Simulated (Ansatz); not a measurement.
```xyz
19

C    -1.2330   -0.6937    1.9167
C    -0.1747    0.1317    1.2141
N    -0.3383    0.1657   -0.2266
Si   -0.9023   -1.1943   -1.1215
C     0.4493    1.1894   -0.8889
C     1.9501    0.9354   -0.9093
H    -1.1867   -1.7479    1.6272
H    -2.2353   -0.3247    1.6902
H    -1.0838   -0.6494    2.9974
H    -0.2244    1.1652    1.5832
H     0.8185   -0.2476    1.5010
H    -0.8543   -0.7946   -2.5518
H    -2.2958   -1.5656   -0.7584
H    -0.0798   -2.4330   -0.9526
H     0.2496    2.1496   -0.3936
H     0.0884    1.2929   -1.9159
H     2.4705    1.7504   -1.4191
H     2.1798    0.0052   -1.4358
H     2.3605    0.8611    0.1001
```

Geometry: PBE0-D4/def2-TZVP.

These are results of Ansatz 0.2.0, RKS PBE0-D4/def2-TZVPP, not measurements.

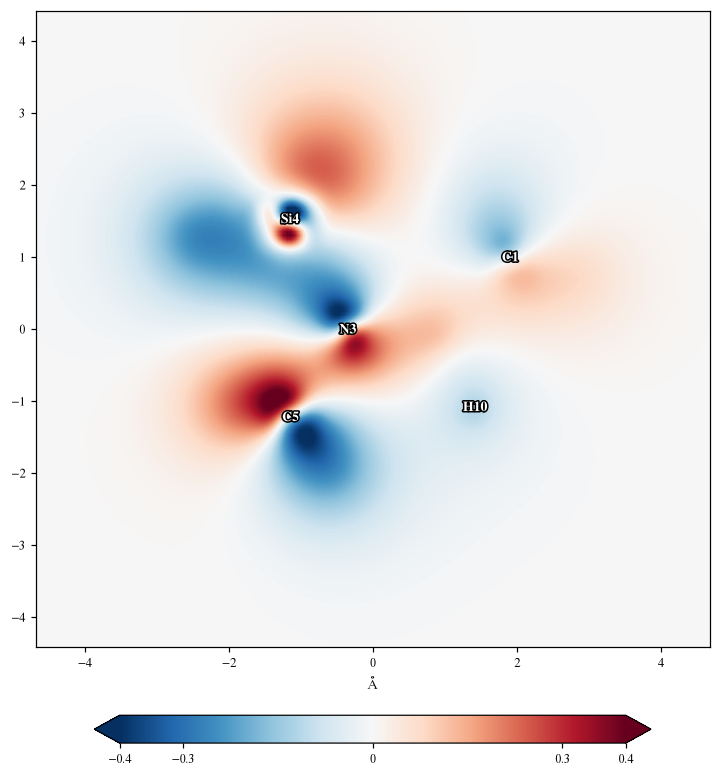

C4H13NSi (SMILES CCN([SiH3])CC). The HOMO−1 on the plane of atoms Si4, N3 and C5 (values in Å⁻³ᐟ²; the overall sign is arbitrary).

**Where does this orbital lie, and at what energy?**

It lies mainly on Si4 (about 20 %), C5 (about 15 %), H12 (about 10 %), H13 (about 10 %), H15 (about 5 %) and N3 (about 5 %). Its energy is −9.14 eV.
